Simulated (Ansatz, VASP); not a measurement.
# Cross-check of SrO between VASP and Ansatz, part 2 of 2

One calculation is typed for both programs; each brings its own data sets. How far apart do they land? The cell is taken from a series of VASP runs on this material, whose earlier steps may have relaxed, scaled or displaced it; both programs get it as it stands. Valence electrons are named where the data sets of a main pair hold unlike numbers.

VASP 6.6.1 and Ansatz 0.2.0.

So far. Step 3 (VASP: band structure, LDA): The run ends at a pressure of -5.04 GPa.

**6. VASP: band structure, LDA, spin-orbit coupling**

Level of this step: LDA, spin-orbit coupling; plane waves and PAW (Sr_sv, O) (VASP).

The same cell, functional (in two slightly different forms), mesh and smearing now go to VASP, with its own data sets.

INCAR

```
SYSTEM = SrO
PREC = Accurate
ENCUT = 460
EDIFF = 1E-06
NELM = 100
ISMEAR = 0
SIGMA = 0.03
LREAL = .FALSE.
ALGO = Normal
GGA = CA
LNONCOLLINEAR = .TRUE.
MAGMOM = 0 0 0 0 0 0
NBANDS = 28
GGA_COMPAT = .FALSE.
LASPH = .TRUE.
LSORBIT = .TRUE.
LORBIT = 11
LWAVE = .FALSE.
LCHARG = .FALSE.
KPAR = 4
```

POSCAR

```
SrO
1.0
    0.0000000000      2.5806600000      2.5806600000
    2.5806600000      0.0000000000      2.5806600000
    2.5806600000      2.5806600000      0.0000000000
Sr O
1 1
Direct
    0.0000000000      0.0000000000      0.0000000000
    0.5000000000      0.5000000000      0.5000000000
```

KPOINTS

```
Automatic mesh
0
Gamma
8 8 8
0 0 0
```

KPOINTS_OPT

```
Line mode
10
Line-mode
Reciprocal
  0.00000000   0.00000000   0.00000000 GAMMA
  0.50000000   0.00000000   0.50000000 X

  0.50000000   0.00000000   0.50000000 X
  0.50000000   0.25000000   0.75000000 W

  0.50000000   0.25000000   0.75000000 W
  0.37500000   0.37500000   0.75000000 K

  0.37500000   0.37500000   0.75000000 K
  0.00000000   0.00000000   0.00000000 GAMMA

  0.00000000   0.00000000   0.00000000 GAMMA
  0.50000000   0.50000000   0.50000000 L

  0.50000000   0.50000000   0.50000000 L
  0.62500000   0.25000000   0.62500000 U

  0.62500000   0.25000000   0.62500000 U
  0.50000000   0.25000000   0.75000000 W

  0.50000000   0.25000000   0.75000000 W
  0.50000000   0.50000000   0.50000000 L

  0.50000000   0.50000000   0.50000000 L
  0.37500000   0.37500000   0.75000000 K

  0.62500000   0.25000000   0.62500000 U
  0.50000000   0.00000000   0.50000000 X
```

PAW data sets: Sr_sv and O (LDA family, release 64).

The run is started by

```console
> mpirun -np 4 vasp_ncl
```

Numbers of over 12 decimals in the logs are rounded to 6 here.

Output:

```text
[... set-up lines as in an earlier step ...]
 entering main loop
       N       E                     dE             d eps       ncg     rms          rms(c)
DAV:   1     0.795147788447E+02    0.79515E+02   -0.76121E+03  1624   0.101E+03
DAV:   2    -0.105646802667E+02   -0.90079E+02   -0.84139E+02  2060   0.250E+02
DAV:   3    -0.154673777842E+02   -0.49027E+01   -0.48634E+01  2384   0.510E+01
DAV:   4    -0.156416023243E+02   -0.17422E+00   -0.17407E+00  2168   0.676E+00
[...]
DAV:  11    -0.134646074071E+02   -0.62849E-04   -0.11700E-04  1696   0.127E-01    0.369E-02
DAV:  12    -0.134646045162E+02    0.28909E-05   -0.10988E-05  1872   0.356E-02    0.117E-02
DAV:  13    -0.134646052475E+02   -0.73127E-06   -0.18559E-06  1644   0.160E-02
   1 F= -.13464605E+02 E0= -.13464605E+02  d E =-.161357E-20  mag=    -0.0000     0.0000     0.0000
 Start KPOINTS_OPT (optional k-point list driver)
k-point batch [1-29\100]
       N       E                     dE             ncg
DAV:   1    -0.215203051119E+04   -0.15586E+05     1624
DAV:   2    -0.453070132786E+04   -0.23787E+04     1988
DAV:   3    -0.467604017132E+04   -0.14534E+03     2568
DAV:   4    -0.467993065853E+04   -0.38905E+01     2168
DAV:   5    -0.467997207020E+04   -0.41412E-01     2156
DAV:   6    -0.467997323025E+04   -0.11600E-02     2180
DAV:   7    -0.467997324142E+04   -0.11178E-04     1984
DAV:   8    -0.467997324150E+04   -0.73214E-07     1404
[...]
k-point batch [88-100\100]
       N       E                     dE             ncg
DAV:   1     0.714316673651E+04   -0.84698E+04      728
DAV:   2     0.608963193158E+04   -0.10535E+04      940
DAV:   3     0.603664725614E+04   -0.52985E+02     1076
DAV:   4     0.603516624153E+04   -0.14810E+01     1036
DAV:   5     0.603515519435E+04   -0.11047E-01      972
DAV:   6     0.603515504167E+04   -0.15268E-03     1024
DAV:   7     0.603515504086E+04   -0.80334E-06      884
```

OUTCAR, selected parts (step 6):

```text
  Total       -1.0894946     -1.0894946     -1.0894946     -0.0000000      0.0000000     -0.0000000
  in kB      -50.7824090    -50.7824090    -50.7824090     -0.0000000      0.0000000     -0.0000000
  external PRESSURE =     -50.7824090 kB  Pullay stress =       0.0000000 kB

 POSITION                                       TOTAL-FORCE (eV/Angst)
 -----------------------------------------------------------------------------------
      0.00000      0.00000      0.00000         0.000000      0.000000      0.000000
      2.58066      2.58066      2.58066        -0.000000     -0.000000     -0.000000
 -----------------------------------------------------------------------------------
    total drift:                                0.000000      0.000000      0.000000

  FREE ENERGIE OF THE ION-ELECTRON SYSTEM (eV)
  ---------------------------------------------------
  free  energy   TOTEN  =       -13.4646052475 eV

  energy  without entropy=      -13.4646052475  energy(sigma->0) =      -13.46460525

 magnetization (x)
# of ion       s       p       d       tot
------------------------------------------
    1       -0.000   0.000   0.000  -0.000
    2        0.000   0.000   0.000   0.000
--------------------------------------------------
tot          0.000   0.000   0.000   0.000

 magnetization (y)
# of ion       s       p       d       tot
------------------------------------------
    1        0.000  -0.000   0.000  -0.000
    2        0.000   0.000   0.000   0.000
--------------------------------------------------
tot          0.000   0.000   0.000   0.000

 magnetization (z)
# of ion       s       p       d       tot
------------------------------------------
    1        0.000   0.000   0.000   0.000
    2       -0.000   0.000   0.000  -0.000
--------------------------------------------------
tot         -0.000   0.000   0.000  -0.000

[... 1 part as in an earlier step ...]

[... 2 further parts left out ...]
[key lines of the parts left out:]
E-fermi :   1.4953
```

The run ends at a pressure of -5.08 GPa.

**7. Comparison**

What differs besides the data sets and the points named for the pairs above, as far as they apply: spin-orbit coupling enters by fully relativistic files in Ansatz and inside the spheres in VASP. Total energies have different zeros and are not compared.

Both answers:

```tsv
quantity	Ansatz	VASP	difference
pressure (GPa)	-5.23	-5.08	-0.15
pressure without Ansatz's Pulay correction (GPa)	-5.73	-5.08	-0.65
gap over the path points (eV)	3.144	3.088	+0.055
```

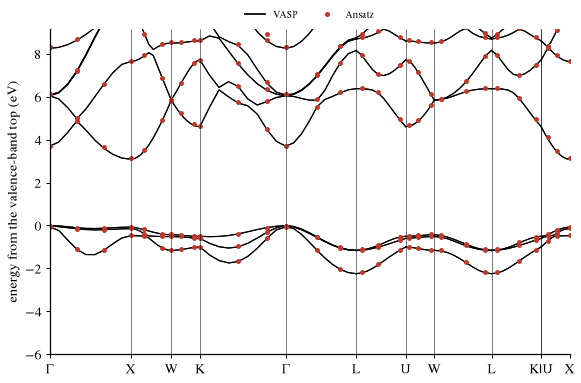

Bands from VASP (lines) and levels from Ansatz (dots). Dots without a line are higher empty bands that the VASP plot leaves out.

Levels at points of the path, from each program's valence-band top (eV; 6 filled, then empty):

```tsv
k (reciprocal lattice)	Ansatz	VASP
0.000 0.000 0.000	-0.06 -0.06 0.00 0.00 0.00 0.00 3.71 3.71 6.11 6.11 6.11 6.11	-0.06 -0.06 0.00 0.00 0.00 0.00 3.70 3.70 6.05 6.05 6.05 6.05
0.167 0.000 0.167	-1.09 -1.09 -0.15 -0.15 -0.10 -0.10 4.89 4.89 5.02 5.02 7.22 7.22	-1.11 -1.11 -0.15 -0.15 -0.10 -0.10 4.87 4.87 4.97 4.97 7.17 7.17
0.333 0.000 0.333	-1.13 -1.13 -0.19 -0.19 -0.12 -0.12 3.65 3.65 6.60 6.60 9.59 9.59	-1.16 -1.16 -0.20 -0.20 -0.13 -0.13 3.60 3.60 6.58 6.58 9.53 9.53
0.500 0.000 0.500	-0.46 -0.46 -0.14 -0.14 -0.07 -0.07 3.14 3.14 7.69 7.69 10.00 10.00	-0.47 -0.47 -0.15 -0.15 -0.07 -0.07 3.09 3.09 7.65 7.65 10.06 10.06
0.500 0.083 0.583	-0.48 -0.48 -0.38 -0.38 -0.18 -0.18 3.52 3.52 7.95 7.95 8.95 8.95	-0.50 -0.50 -0.39 -0.39 -0.20 -0.20 3.48 3.48 7.91 7.91 8.95 8.95
0.500 0.194 0.694	-1.03 -1.03 -0.49 -0.49 -0.38 -0.38 4.94 4.94 6.89 6.89 8.48 8.48	-1.05 -1.05 -0.51 -0.51 -0.40 -0.40 4.90 4.90 6.87 6.87 8.43 8.43
0.500 0.250 0.750	-1.14 -1.14 -0.50 -0.50 -0.41 -0.41 5.87 5.87 5.88 5.88 8.56 8.56	-1.16 -1.16 -0.52 -0.52 -0.43 -0.43 5.84 5.84 5.85 5.85 8.51 8.51
0.458 0.292 0.750	-1.10 -1.10 -0.51 -0.51 -0.43 -0.43 5.22 5.22 6.64 6.64 8.57 8.57	-1.12 -1.12 -0.53 -0.53 -0.45 -0.45 5.19 5.19 6.62 6.62 8.52 8.52
0.403 0.347 0.750	-1.00 -1.00 -0.57 -0.57 -0.48 -0.48 4.71 4.71 7.55 7.55 8.64 8.64	-1.02 -1.02 -0.58 -0.58 -0.50 -0.50 4.68 4.68 7.54 7.54 8.59 8.59
0.375 0.375 0.750	-0.98 -0.98 -0.58 -0.58 -0.48 -0.48 4.65 4.65 7.73 7.73 8.65 8.65	-1.00 -1.00 -0.60 -0.60 -0.50 -0.50 4.61 4.61 7.72 7.72 8.61 8.61
```

Among the levels compared at these points, filled levels agree within 29 meV and empty ones within 62 meV. Ansatz's pressure holds a Pulay correction of 0.50 GPa; VASP's holds none.

**8. Further runs**

Further runs change the set-up of one program: Ansatz's method, potentials or start, or VASP's data sets, cutoff or form of LDA. The table gives Ansatz less VASP for each quantity, since a change that brings one quantity closer may part another.

```tsv
run	pressure (GPa)	gap over the path points (eV)
as above	-0.15	0.055
Ansatz's all-electron LAPW method	-0.14	0.055
```

**9. VASP: dielectric response, LDA**

The response to a field tests empty states and converges slowly with the mesh.

INCAR

```
SYSTEM = SrO
PREC = Accurate
ENCUT = 460
EDIFF = 1E-08
NELM = 100
ISMEAR = 0
SIGMA = 0.01
LREAL = .FALSE.
ALGO = Normal
GGA = CA
NBANDS = 14
LORBIT = 11
LWAVE = .FALSE.
LCHARG = .FALSE.
KPAR = 4
LEPSILON = .TRUE.
LPEAD = .TRUE.
```

POSCAR is that of step 6.

KPOINTS

```
Automatic mesh
0
Gamma
10 10 10
0 0 0
```

The run is started by

```console
> mpirun -np 4 vasp_std
```

Output:

```text
[... set-up lines as in an earlier step ...]
 entering main loop
       N       E                     dE             d eps       ncg     rms          rms(c)
DAV:   1     0.642615611497E+02    0.64262E+02   -0.79167E+03  1316   0.101E+03
DAV:   2    -0.125250419288E+02   -0.76787E+02   -0.71117E+02  1772   0.224E+02
DAV:   3    -0.154641830876E+02   -0.29391E+01   -0.29223E+01  1652   0.405E+01
DAV:   4    -0.155417662573E+02   -0.77583E-01   -0.77566E-01  1704   0.601E+00
[...]
DAV:  13    -0.133674035943E+02    0.30203E-06   -0.12709E-06  1574   0.856E-03    0.193E-03
DAV:  14    -0.133674036110E+02   -0.16695E-07   -0.85293E-08  1462   0.264E-03    0.155E-03
DAV:  15    -0.133674036100E+02    0.95974E-09   -0.23362E-09   816   0.529E-04
   1 F= -.13367404E+02 E0= -.13367404E+02  d E =-.384540E-62
 Linear response reoptimize wavefunctions to high precision
DAV:   1    -0.133674036100E+02    0.65938E-11   -0.61182E-10  1094   0.227E-04
 Linear response to external field (no local field effect), progress :
  Direction:   1
[...]
RMM:  13    -0.291203958655E+00    0.20058E-06   -0.94106E-08  5291   0.151E-04    0.199E-05
RMM:  14    -0.291203980525E+00   -0.21870E-07   -0.71673E-08  4078   0.759E-05    0.387E-06
 change of polarisation eV/A/(eV/A) component  2 :     0.037     0.545     0.001
 dielectric tensor                  component  2 :     0.193     3.870     0.005
 Linear response to external field, progress :
  Direction:   3
       N       E                     dE             d eps       ncg     rms          rms(c)
RMM:   1    -0.270838251784E+00   -0.27084E+00   -0.95099E-01  2917   0.282E+00
RMM:   2    -0.290724264668E+00   -0.19886E-01   -0.50062E-02  3216   0.723E-01    0.879E-01
RMM:   3    -0.280005371732E+00    0.10719E-01   -0.13759E-02  4045   0.789E-01    0.514E-01
RMM:   4    -0.286404715796E+00   -0.63993E-02   -0.88995E-03  4758   0.692E-01    0.191E-01
[...]
RMM:  12    -0.291204054075E+00    0.52824E-07    0.54073E-09  6426   0.354E-04    0.394E-05
RMM:  13    -0.291203970950E+00    0.83126E-07   -0.59440E-08  5262   0.152E-04    0.227E-05
RMM:  14    -0.291204079728E+00   -0.10878E-06    0.16144E-08  4113   0.772E-05    0.562E-06
 change of polarisation eV/A/(eV/A) component  3 :     0.006     0.028     0.545
 dielectric tensor                  component  3 :     0.033     0.149     3.870
 Born effective charges drift removed
```

Parts of OUTCAR (step 9):

```text
  Total       -1.0794084     -1.0794084     -1.0794084      0.0000000      0.0000000     -0.0000000
  in kB      -50.3122818    -50.3122818    -50.3122818      0.0000000      0.0000000     -0.0000000
  external PRESSURE =     -50.3122818 kB  Pullay stress =       0.0000000 kB

 POSITION                                       TOTAL-FORCE (eV/Angst)
 -----------------------------------------------------------------------------------
      0.00000      0.00000      0.00000        -0.000000      0.000000     -0.000000
      2.58066      2.58066      2.58066         0.000000     -0.000000      0.000000
 -----------------------------------------------------------------------------------
    total drift:                                0.000000      0.000000      0.000000

 MACROSCOPIC STATIC DIELECTRIC TENSOR (including local field effects in DFT)
 ------------------------------------------------------
           3.869892    -0.000000    -0.000000
           0.000000     3.869892     0.000000
           0.000000     0.000000     3.869892
 ------------------------------------------------------

[... 1 part as in an earlier step ...]

[... 1 further part left out ...]
```

The gap is read on the k-mesh alone, so it is an upper bound where the band edges lie off the mesh. Energies printed during the response cycles are not total energies of the cell.

**10. Ansatz: dielectric response, LDA**

The same cell, functional (in two slightly different forms) and mesh now go to Ansatz, which takes its cutoff from its data sets.

The cell is taken from a series of VASP runs on this material, whose earlier steps may have relaxed, scaled or displaced it; both programs get it as it stands.

input.yaml

```yaml
crystal:
  lattice:
    - [0.0, 2.58066, 2.58066]
    - [2.58066, 0.0, 2.58066]
    - [2.58066, 2.58066, 0.0]
  atoms:
    - { symbol: Sr, position: [0.0, 0.0, 0.0] }
    - { symbol: O, position: [0.5, 0.5, 0.5] }
hamiltonian:
  xc: lda
  pseudopotentials: { kind: paw }
kpoints:
  mp_grid: { grid: [10, 10, 10] }
scf:
  occupations: { method: fixed }
dielectric:
  method: response
```

The run is started by

```console
> ansatz run input.yaml --threads 2 --pin off --max-ram 4608MiB --backend cpu --events-out ev --progress --plain --runs-dir out
```

Output:

```text
[...]
Crystal: 2 atoms, lattice volume = 34.373 Å³
Basis set: ecut = 420 eV, 645 PW (Γ), exchange–correlation on 50×50×50 points (8 copies of the dense FFT grid, shifted against one another)
Bands: 12, of which v1, the nominal top of the filled ones, is band 8 counted from 1 (7 counted from 0)
Symmetry: 48 space group operations
k-points: 102 of 1000 (irreducible under 8 space group operations, time reversal used)
[...]
Born effective charges Z* (e; rows j = field, columns β = displacement):
    site 0:
         2.43923    0.00000   -0.00000
         0.00000    2.43923    0.00000
         0.00000   -0.00000    2.43923
    site 1:
        -2.43923   -0.00000    0.00000
        -0.00000   -2.43923   -0.00000
         0.00000    0.00000   -2.43923
  Z* charge neutrality: 1.412e-5 e pre-enforcement
  k-mesh period / interband length: 36.5 Å / 1.58 Å = 23.05 at k = (0.0000, 0.0000, 0.0000), direct gap 3.730 eV — 14 or more, which is no proof of convergence
[key lines of the parts left out:]
SCF converged after 8 iterations
Free energy (F): -4002.796263 eV
Fermi energy:    7.395724 eV
```

The job ended after 6.5 s (2 threads of Arm Neoverse V1, shared host; peak memory 0.36 GiB).

**11. Differences**

The two programs side by side:

```tsv
quantity	Ansatz	VASP	difference
ε∞ xx	3.85	3.87	-0.58 %
ε∞ yy	3.85	3.87	-0.58 %
ε∞ zz	3.85	3.87	-0.58 %
Born charge of Sr1 (mean of the diagonal) (e)	2.44	2.45	-0.01
Born charge of O2 (mean of the diagonal) (e)	-2.44	-2.45	+0.01
```

**12. Outcome**

| Property | Result |
| --- | --- |
| largest difference of a filled level at the path points (band structure, LDA) | 30 meV |
| difference in gap over the path points (band structure, LDA) | 0.055 eV |
| largest difference of a filled level at the path points (band structure, LDA, spin-orbit coupling) | 29 meV |
| difference in gap over the path points (band structure, LDA, spin-orbit coupling) | 0.055 eV |
| difference in ε∞ xx (dielectric response, LDA) | -0.58 % |

**Reading.** The difference in gap over the path points is 0.055 eV (band structure, LDA, spin-orbit coupling), within the 0.08 eV picked in this series as the mark of a large difference. For band structure, LDA, spin-orbit coupling, no further run moves any of the tabulated differences by more than a quarter of its size. 2 further runs of this series are not shown here. How closely two codes agree says nothing of how well the functional describes the real material.

[Lines on the potential files, build, host, timing and source positions are cut from VASP's logs without a mark.]

[Logs are printed without paths, hosts, clocks, repeated set-up lines and the standing remarks that a program may print on its own settings, such as how far it seeks lower states.]

[Hosts, paths, dates, database ids (printed as entryN), source tags and the programs' standing remarks are cut or masked in the printed files.]
